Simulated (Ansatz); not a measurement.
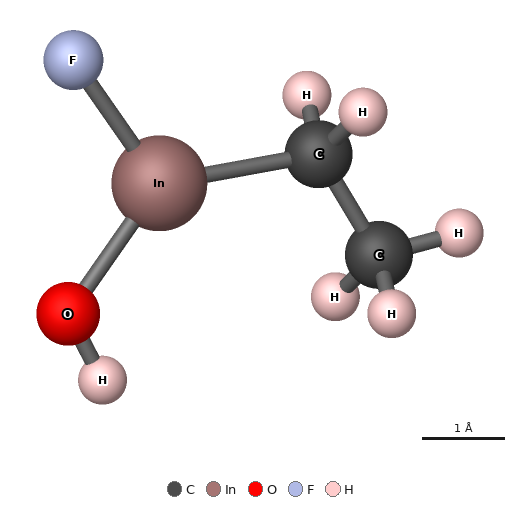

Figure 1. The input geometry (ball-and-stick view, seen at a tilt). Sticks mark near contacts.

## Molecular dynamics, with input and output: C$_{2}$H$_{6}$FInO (part 1 of 2)

System: C$_{2}$H$_{6}$FInO, SMILES C[CH2][In]([OH])[F].
Method: RKS r2SCAN/def2-SVP (Ansatz 0.2.0).

The geometry comes from this level: PBE0-D4/def2-TZVP.

## The program's output
```
Functional definition: r2SCAN
  name "r2SCAN"
  cite "Furness, Kaplan, Ning, Perdew & Sun, J. Phys. Chem. Lett. 11, 8208 (2020) doi:10.1021/acs.jpclett.0c02405"
  cite "Furness, Kaplan, Ning, Perdew & Sun, J. Phys. Chem. Lett. 11, 9248 (2020) doi:10.1021/acs.jpclett.0c03077"
  parent r2scan
  parameter k0 = 0.174
  parameter k1 = 0.065
  parameter a1 = 4.9479
  exchange = r2scan_x(k0 = k0, k1 = k1, a1 = a1)
  correlation = r2scan_c
1271 factors; their error is unknown
mean field evaluation 1: about -12087.4507 eV, gradient 8.6e1 eV
mean field evaluation 2: about -12019.7982 eV, gradient 1.8e2 eV
mean field evaluation 4: about -12103.1933 eV, gradient 1.1e1 eV
mean field evaluation 8: about -12103.5005 eV, gradient 2.6e-1 eV
mean field evaluation 16: about -12103.4652 eV, gradient 1.5e-3 eV
mean field -12103.46516324 eV, -444.7941407256 hartree, gradient 4.4e-5 eV, S^2 0.000000; 0 other end points of the search recorded, 0 dependent functions left out
the calculation of the forces begins
reference -12103.46518013 eV, -444.7941413466 hartree; 28, 28 occupied and 84, 84 virtual orbitals, 1271 factors
md step     0: t =     0.00 fs  T =   500.0 K  F+E_penalty+E_count = -12103.46516324 eV  E_kin = 0.581670 eV  conserved = -12102.88349324 eV  (29 SCF iters)
these checks for a lower state are left out or cut short: starts, cluster_reference, orbital_swaps, neighbouring_geometries, increment
1271 factors; their error is unknown
mean field -12103.39357735 eV, -444.7915099929 hartree, gradient 1.9e-5 eV, S^2 0.000000; 0 other end points of the search recorded, 0 dependent functions left out
the calculation of the forces begins
reference -12103.39359421 eV, -444.7915106123 hartree; 28, 28 occupied and 84, 84 virtual orbitals, 1271 factors
md step     1: t =     1.00 fs  T =   444.7 K  F+E_penalty+E_count = -12103.39357735 eV  E_kin = 0.517392 eV  conserved = -12102.87618694 eV  (33 SCF iters)
[... from here on the SCF iterations and repeated set-up lines of each step are left out, up to the last step ...]
md step     2: t =     2.00 fs  T =   340.0 K  F+E_penalty+E_count = -12103.26251785 eV  E_kin = 0.395523 eV  conserved = -12102.86700840 eV  (32 SCF iters)
md step     3: t =     3.00 fs  T =   292.0 K  F+E_penalty+E_count = -12103.20657965 eV  E_kin = 0.339668 eV  conserved = -12102.86695688 eV  (32 SCF iters)
md step     4: t =     4.00 fs  T =   306.3 K  F+E_penalty+E_count = -12103.23020364 eV  E_kin = 0.356337 eV  conserved = -12102.87397120 eV  (31 SCF iters)
md step     5: t =     5.00 fs  T =   301.7 K  F+E_penalty+E_count = -12103.23011213 eV  E_kin = 0.351033 eV  conserved = -12102.87927112 eV  (31 SCF iters)
md step     6: t =     6.00 fs  T =   228.0 K  F+E_penalty+E_count = -12103.13751744 eV  E_kin = 0.265216 eV  conserved = -12102.87259410 eV  (32 SCF iters)
md step     7: t =     7.00 fs  T =   161.2 K  F+E_penalty+E_count = -12103.05217385 eV  E_kin = 0.187520 eV  conserved = -12102.86504415 eV  (33 SCF iters)
md step     8: t =     8.00 fs  T =   178.4 K  F+E_penalty+E_count = -12103.07770810 eV  E_kin = 0.207518 eV  conserved = -12102.87069318 eV  (32 SCF iters)
md step     9: t =     9.00 fs  T =   233.4 K  F+E_penalty+E_count = -12103.14525893 eV  E_kin = 0.271508 eV  conserved = -12102.87442200 eV  (32 SCF iters)
md step    10: t =    10.00 fs  T =   270.7 K  F+E_penalty+E_count = -12103.18889827 eV  E_kin = 0.314953 eV  conserved = -12102.87485361 eV  (32 SCF iters)
md step    11: t =    11.00 fs  T =   282.4 K  F+E_penalty+E_count = -12103.19990946 eV  E_kin = 0.328566 eV  conserved = -12102.87254130 eV  (33 SCF iters)
md step    12: t =    12.00 fs  T =   294.7 K  F+E_penalty+E_count = -12103.21159944 eV  E_kin = 0.342841 eV  conserved = -12102.87028766 eV  (32 SCF iters)
md step    13: t =    13.00 fs  T =   325.8 K  F+E_penalty+E_count = -12103.25064403 eV  E_kin = 0.378974 eV  conserved = -12102.87358656 eV  (32 SCF iters)
md step    14: t =    14.00 fs  T =   343.5 K  F+E_penalty+E_count = -12103.27298185 eV  E_kin = 0.399626 eV  conserved = -12102.87571688 eV  (31 SCF iters)
md step    15: t =    15.00 fs  T =   338.2 K  F+E_penalty+E_count = -12103.26041485 eV  E_kin = 0.393420 eV  conserved = -12102.86983410 eV  (31 SCF iters)
md step    16: t =    16.00 fs  T =   353.2 K  F+E_penalty+E_count = -12103.28158902 eV  E_kin = 0.410941 eV  conserved = -12102.87399950 eV  (32 SCF iters)
md step    17: t =    17.00 fs  T =   351.3 K  F+E_penalty+E_count = -12103.28336948 eV  E_kin = 0.408627 eV  conserved = -12102.87864076 eV  (31 SCF iters)
md step    18: t =    18.00 fs  T =   288.8 K  F+E_penalty+E_count = -12103.20324431 eV  E_kin = 0.336028 eV  conserved = -12102.87163482 eV  (31 SCF iters)
md step    19: t =    19.00 fs  T =   235.1 K  F+E_penalty+E_count = -12103.13426383 eV  E_kin = 0.273526 eV  conserved = -12102.86560863 eV  (32 SCF iters)
md step    20: t =    20.00 fs  T =   256.3 K  F+E_penalty+E_count = -12103.16239074 eV  E_kin = 0.298210 eV  conserved = -12102.86950690 eV  (33 SCF iters)
md step    21: t =    21.00 fs  T =   308.9 K  F+E_penalty+E_count = -12103.23152443 eV  E_kin = 0.359324 eV  conserved = -12102.87808288 eV  (32 SCF iters)
md step    22: t =    22.00 fs  T =   295.6 K  F+E_penalty+E_count = -12103.21719631 eV  E_kin = 0.343878 eV  conserved = -12102.87982350 eV  (32 SCF iters)
md step    23: t =    23.00 fs  T =   206.4 K  F+E_penalty+E_count = -12103.10201832 eV  E_kin = 0.240056 eV  conserved = -12102.86900947 eV  (33 SCF iters)
md step    24: t =    24.00 fs  T =   161.1 K  F+E_penalty+E_count = -12103.04294543 eV  E_kin = 0.187397 eV  conserved = -12102.86301905 eV  (33 SCF iters)
md step    25: t =    25.00 fs  T =   216.3 K  F+E_penalty+E_count = -12103.11809634 eV  E_kin = 0.251615 eV  conserved = -12102.87441707 eV  (33 SCF iters)
md step    26: t =    26.00 fs  T =   263.2 K  F+E_penalty+E_count = -12103.17626508 eV  E_kin = 0.306215 eV  conserved = -12102.87861054 eV  (34 SCF iters)
md step    27: t =    27.00 fs  T =   239.0 K  F+E_penalty+E_count = -12103.14218008 eV  E_kin = 0.278081 eV  conserved = -12102.87334249 eV  (32 SCF iters)
md step    28: t =    28.00 fs  T =   195.5 K  F+E_penalty+E_count = -12103.08568081 eV  E_kin = 0.227404 eV  conserved = -12102.86813874 eV  (34 SCF iters)
md step    29: t =    29.00 fs  T =   199.7 K  F+E_penalty+E_count = -12103.08871906 eV  E_kin = 0.232304 eV  conserved = -12102.86686970 eV  (34 SCF iters)
these checks for a lower state are left out or cut short: starts, cluster_reference, orbital_swaps, neighbouring_geometries, increment
1271 factors; their error is unknown
mean field -12103.16892141 eV, -444.7832540394 hartree, gradient 9.5e-6 eV, S^2 0.000000; 0 other end points of the search recorded, 0 dependent functions left out
the calculation of the forces begins
reference -12103.16893854 eV, -444.7832546687 hartree; 28, 28 occupied and 84, 84 virtual orbitals, 1271 factors
1271 factors; their error is unknown
mean field evaluation 256: about -12095.2468 eV, gradient 5.5e1 eV
mean field -12103.16892141 eV, -444.7832540394 hartree, gradient 1.7e-5 eV, S^2 0.000000; 1 other end points of the search recorded, 0 dependent functions left out
the calculation of the forces begins
reference -12103.16893854 eV, -444.7832546687 hartree; 28, 28 occupied and 84, 84 virtual orbitals, 1271 factors
md step    30: t =    30.00 fs  T =   264.5 K  F+E_penalty+E_count = -12103.16892141 eV  E_kin = 0.307649 eV  conserved = -12102.87245664 eV  (32 SCF iters)
```

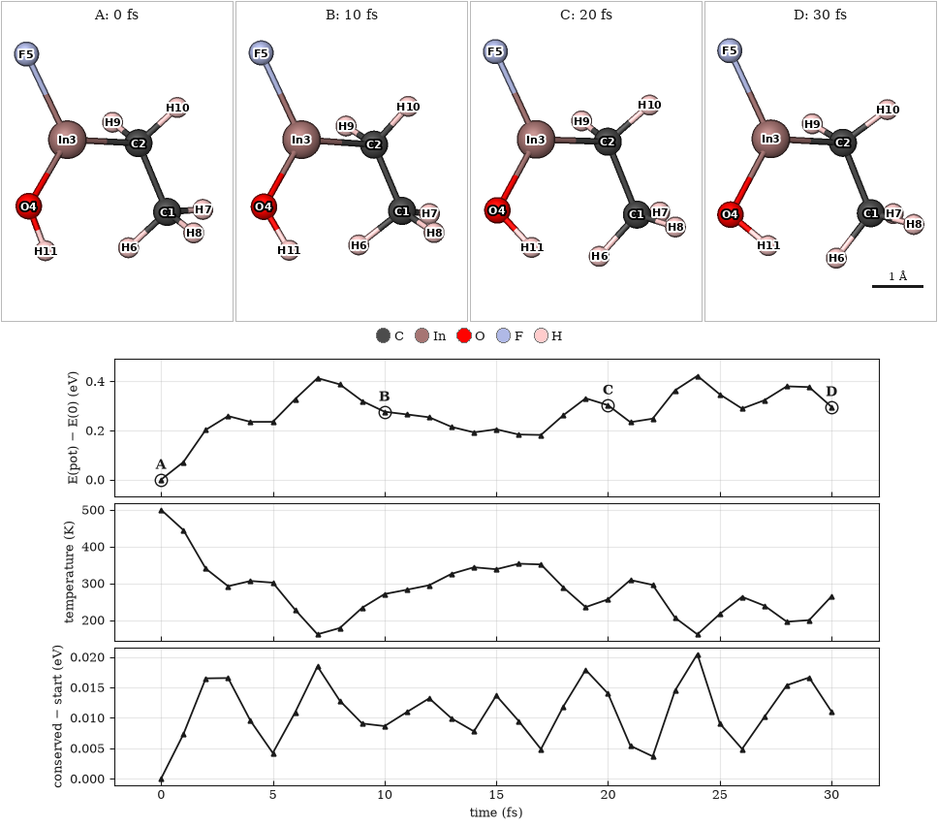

Figure 2. Frames of the molecular dynamics (ball-and-stick, seen at a tilt) above the curves, on which the letters mark them. The trajectory kept here has 31 frames over 30 fs. The temperature starts at 500 K, ranges from 161 to 500 K and averages 261 K over the second half. The potential energy ends 0.296 eV above its first value. The conserved quantity stays within 0.02 eV. After an unweighted best fit of the last frame on the first, the root-mean-square displacement is 0.23 Å, and O4 has moved furthest (0.37 Å).

```
Total energy: -12103.16893854 eV, -444.7832546687 hartree
Atom 0 at     0.908519     1.204333     0.561621 Å, force     0.219555     0.600706    -0.619153 eV/Å
Atom 1 at    -0.565496     0.784461     0.307656 Å, force     1.571921    -0.935032     1.939704 eV/Å
Atom 2 at    -0.846726    -1.198325    -0.566116 Å, force     0.366201    -0.516168     0.011830 eV/Å
Atom 3 at     0.542839    -2.598092    -1.185906 Å, force    -0.076556     0.626898     1.027990 eV/Å
Atom 4 at    -2.706902    -1.712302    -1.012980 Å, force     0.311468     0.006132    -0.021553 eV/Å
Atom 5 at     1.704879     0.869166    -0.177546 Å, force    -0.996723     0.369599     0.441478 eV/Å
Atom 6 at     0.981808     2.324082     0.680999 Å, force    -0.070022    -0.667306    -0.404218 eV/Å
Atom 7 at     1.242197     0.851185     1.530399 Å, force     0.164284    -0.493758     0.515630 eV/Å
Atom 8 at    -1.020282     1.356546    -0.450351 Å, force    -0.915060     1.242646    -1.099335 eV/Å
Atom 9 at    -1.105288     0.888370     1.293312 Å, force     0.003804    -0.189285    -1.037649 eV/Å
Atom 10 at     1.257286    -2.565796    -0.501482 Å, force    -0.578872    -0.044433    -0.754725 eV/Å
Dipole moment:     0.549988     0.636823     0.535339 e Å
```

## Trajectory as extended XYZ (Å, eV, eV/Å), 31 frames, from step=0 to step=30
```
11
Properties=species:S:1:pos:R:3:forces:R:3 step=0 time_fs=0.0 energy=-12103.46516 temperature=500.0
C     0.8729    1.1640    0.5792   -0.1982  -0.0687  -0.0457
C    -0.5675    0.7701    0.2919    0.2517  -0.0040   0.0184
In   -0.8303   -1.1732   -0.5748   -0.0481   0.2330   0.0973
O     0.3836   -2.6406   -1.1060   -0.0720  -0.4302  -0.1931
F    -2.6365   -1.7877   -0.9998   -0.2699  -0.0980  -0.0661
H     1.4832    1.1812   -0.3267    0.1857   0.0169  -0.2565
H     0.9197    2.1653    1.0183    0.0297   0.2845   0.1261
H     1.3534    0.4811    1.2836    0.1481  -0.1860   0.2097
H    -1.0470    1.4641   -0.4023   -0.1653   0.1972  -0.2308
H    -1.1759    0.7676    1.1992   -0.2063  -0.0239   0.2761
H     1.3098   -2.4489   -0.9419    0.3446   0.0795   0.0647
11
Properties=species:S:1:pos:R:3:forces:R:3 step=1 time_fs=1.0 energy=-12103.39358 temperature=444.7
C     0.8658    1.1660    0.5785    0.1009  -0.5976   0.6662
C    -0.5588    0.7729    0.2963   -0.1793   0.3630  -1.1986
In   -0.8303   -1.1751   -0.5750   -0.1080   0.4540   0.1568
O     0.3810   -2.6316   -1.1065    1.7740  -0.3341   0.0596
F    -2.6383   -1.7848   -0.9999   -0.2692  -0.0972  -0.0660
H     1.4550    1.1514   -0.3187    0.6341   0.0787  -0.8093
H     0.9316    2.1640    0.9979   -0.0025   0.6312   0.2257
H     1.3690    0.4936    1.2986   -0.1291   0.0282  -0.0663
H    -1.0409    1.4804   -0.4327    0.1879  -0.4354   0.5096
H    -1.1649    0.7386    1.1828   -0.6175   0.1156   0.7829
H     1.3435   -2.4535   -0.9150   -1.3912  -0.2064  -0.2606
11
Properties=species:S:1:pos:R:3:forces:R:3 step=2 time_fs=2.0 energy=-12103.26252 temperature=340.0
C     0.8588    1.1675    0.5783    0.6029  -0.8186   1.1253
C    -0.5503    0.7760    0.2997   -0.6903   0.5179  -1.8851
In   -0.8302   -1.1770   -0.5751   -0.1759   0.6530   0.2085
O     0.3795   -2.6227   -1.1069    2.7648  -0.4168   0.2081
F    -2.6403   -1.7820   -0.9999   -0.2631  -0.0941  -0.0641
H     1.4329    1.1224   -0.3184    0.8719   0.1221  -1.0408
H     0.9436    2.1687    0.9797   -0.0337   0.7473   0.2198
H     1.3835    0.5063    1.3130   -0.3745   0.1909  -0.3008
H    -1.0331    1.4925   -0.4583    0.3845  -0.8392   1.0291
H    -1.1599    0.7107    1.1739   -0.8143   0.2349   0.9759
H     1.3638   -2.4600   -0.8905   -2.2722  -0.2973  -0.4760
11
Properties=species:S:1:pos:R:3:forces:R:3 step=3 time_fs=3.0 energy=-12103.20658 temperature=292.0
C     0.8522    1.1683    0.5790    1.3292  -0.6829   1.1269
C    -0.5423    0.7795    0.3016   -1.3465   0.4100  -1.8807
In   -0.8302   -1.1788   -0.5753   -0.2487   0.8155   0.2488
O     0.3797   -2.6142   -1.1072    2.8830  -0.6068   0.2067
F    -2.6424   -1.7792   -1.0001   -0.2512  -0.0889  -0.0606
H     1.4191    1.0946   -0.3282    0.8126   0.1863  -0.8034
H     0.9552    2.1805    0.9636   -0.0787   0.5846   0.1067
H     1.3943    0.5208    1.3245   -0.5337   0.2527  -0.4284
H    -1.0215    1.4966   -0.4740    0.4143  -0.9847   1.2705
H    -1.1626    0.6850    1.1743   -0.6931   0.3642   0.7416
H     1.3623   -2.4694   -0.8706   -2.2872  -0.2501  -0.5282
11
Properties=species:S:1:pos:R:3:forces:R:3 step=4 time_fs=4.0 energy=-12103.23020 temperature=306.3
C     0.8468    1.1687    0.5807    2.1238  -0.2941   0.7283
C    -0.5354    0.7834    0.3020   -2.0275   0.0512  -1.3320
In   -0.8302   -1.1806   -0.5754   -0.3232   0.9376   0.2784
O     0.3816   -2.6059   -1.1074    2.1217  -0.8543   0.0063
F    -2.6446   -1.7764   -1.0002   -0.2339  -0.0821  -0.0562
H     1.4131    1.0685   -0.3456    0.5453   0.2889  -0.2305
H     0.9660    2.1980    0.9485   -0.1408   0.2263  -0.0608
H     1.4000    0.5377    1.3319   -0.5795   0.2033  -0.4220
H    -1.0060    1.4913   -0.4776    0.2886  -0.8820   1.2255
H    -1.1720    0.6628    1.1818   -0.3402   0.5140   0.2283
H     1.3390   -2.4812   -0.8557   -1.4344  -0.1088  -0.3654
11
Properties=species:S:1:pos:R:3:forces:R:3 step=5 time_fs=5.0 energy=-12103.23011 temperature=301.7
C     0.8430    1.1687    0.5829    2.7453   0.1978   0.1308
C    -0.5302    0.7873    0.3014   -2.4965  -0.5195  -0.4826
In   -0.8302   -1.1823   -0.5755   -0.3963   1.0267   0.3008
O     0.3848   -2.5982   -1.1076    0.4726  -1.1288  -0.4587
F    -2.6470   -1.7737   -1.0004   -0.2123  -0.0751  -0.0518
H     1.4123    1.0452   -0.3652    0.2386   0.4061   0.3991
H     0.9755    2.2176    0.9328   -0.2083  -0.1786  -0.2135
H     1.4002    0.5566    1.3353   -0.5044   0.0530  -0.2784
H    -0.9878    1.4775   -0.4694    0.0093  -0.5312   0.8818
H    -1.1847    0.6456    1.1915    0.0599   0.6586  -0.3035
H     1.3019   -2.4941   -0.8444    0.2922   0.0910   0.0761
11
Properties=species:S:1:pos:R:3:forces:R:3 step=6 time_fs=6.0 energy=-12103.13752 temperature=228.0
C     0.8414    1.1690    0.5853    3.0265   0.6653  -0.4953
C    -0.5269    0.7907    0.3003   -2.5816  -1.2427   0.4895
In   -0.8303   -1.1839   -0.5755   -0.4671   1.1006   0.3236
O     0.3883   -2.5912   -1.1081   -1.4522  -1.3570  -1.0871
F    -2.6495   -1.7710   -1.0006   -0.1891  -0.0691  -0.0486
H     1.4138    1.0257   -0.3810    0.0119   0.4998   0.8753
H     0.9830    2.2355    0.9151   -0.2625  -0.5009  -0.3036
H     1.3955    0.5761    1.3360   -0.3237  -0.1702  -0.0174
H    -0.9694    1.4587   -0.4528   -0.4106   0.0523   0.2485
H    -1.1968    0.6346    1.1983    0.3659   0.7623  -0.6714
H     1.2677   -2.5061   -0.8323    2.2824   0.2595   0.6865
11
Properties=species:S:1:pos:R:3:forces:R:3 step=7 time_fs=7.0 energy=-12103.05217 temperature=161.2
C     0.8423    1.1697    0.5872    2.9395   1.0061  -1.0310
C    -0.5257    0.7932    0.2997   -2.2909  -1.9700   1.3864
In   -0.8303   -1.1854   -0.5756   -0.5368   1.1796   0.3561
O     0.3909   -2.5850   -1.1093   -2.0066  -1.4310  -1.3736
F    -2.6520   -1.7684   -1.0008   -0.1672  -0.0648  -0.0473
H     1.4154    1.0111   -0.3884   -0.0894   0.5428   1.1103
H     0.9880    2.2487    0.8945   -0.2886  -0.6666  -0.3127
H     1.3878    0.5938    1.3365   -0.0881  -0.4097   0.3003
H    -0.9550    1.4403   -0.4339   -0.8821   0.7429  -0.5351
H    -1.2054    0.6309    1.1987    0.5140   0.8027  -0.8019
H     1.2552   -2.5156   -0.8136    2.8962   0.2679   0.9485
11
Properties=species:S:1:pos:R:3:forces:R:3 step=8 time_fs=8.0 energy=-12103.07771 temperature=178.4
C     0.8455    1.1713    0.5883    2.5690   1.1257  -1.3459
C    -0.5264    0.7941    0.3002   -1.8279  -2.3889   1.8352
In   -0.8305   -1.1868   -0.5756   -0.6053   1.2686   0.4023
O     0.3923   -2.5796   -1.1112   -0.5187  -1.3877  -0.9643
F    -2.6547   -1.7658   -1.0010   -0.1476  -0.0620  -0.0478
H     1.4161    1.0016   -0.3852   -0.0581   0.5201   1.0834
H     0.9902    2.2554    0.8709   -0.2797  -0.6455  -0.2426
H     1.3792    0.6077    1.3400    0.1142  -0.5774   0.5637
H    -0.9490    1.4291   -0.4200   -1.1922   1.2286  -1.1111
H    -1.2090    0.6349    1.1914    0.4827   0.7711  -0.6761
H     1.2705   -2.5225   -0.7859    1.4634   0.1475   0.5031
11
Properties=species:S:1:pos:R:3:forces:R:3 step=9 time_fs=9.0 energy=-12103.14526 temperature=233.4
C     0.8508    1.1738    0.5884    2.0331   0.9542  -1.2971
C    -0.5285    0.7931    0.3021   -1.4301  -2.1932   1.4628
In   -0.8307   -1.1881   -0.5755   -0.6681   1.3503   0.4551
O     0.3934   -2.5751   -1.1138    1.5036  -1.3616  -0.2697
F    -2.6574   -1.7632   -1.0013   -0.1275  -0.0598  -0.0497
H     1.4163    0.9972   -0.3717    0.1037   0.4236   0.7943
H     0.9898    2.2560    0.8449   -0.2372  -0.4378  -0.1062
H     1.3717    0.6160    1.3488    0.1953  -0.5860   0.6489
H    -0.9544    1.4296   -0.4168   -1.1245   1.1872  -1.1090
H    -1.2081    0.6463    1.1777    0.2678   0.6719  -0.2981
H     1.2998   -2.5280   -0.7533   -0.5160   0.0511  -0.2315
11
Properties=species:S:1:pos:R:3:forces:R:3 step=10 time_fs=10.0 energy=-12103.18890 temperature=270.7
C     0.8578    1.1771    0.5873    1.4046   0.5076  -0.8274
C    -0.5318    0.7903    0.3052   -1.1313  -1.4440   0.3470
In   -0.8309   -1.1893   -0.5755   -0.7200   1.4019   0.5020
O     0.3954   -2.5714   -1.1165    2.8196  -1.3721   0.2515
F    -2.6602   -1.7606   -1.0016   -0.1035  -0.0571  -0.0518
H     1.4175    0.9967   -0.3505    0.3826   0.2543   0.2704
H     0.9871    2.2524    0.8179   -0.1707  -0.0794   0.0735
H     1.3661    0.6188    1.3638    0.1304  -0.4097   0.5034
H    -0.9705    1.4415   -0.4241   -0.7013   0.6464  -0.5621
H    -1.2045    0.6642    1.1610   -0.0991   0.5288   0.2761
H     1.3242   -2.5330   -0.7229   -1.8113   0.0232  -0.7827
```
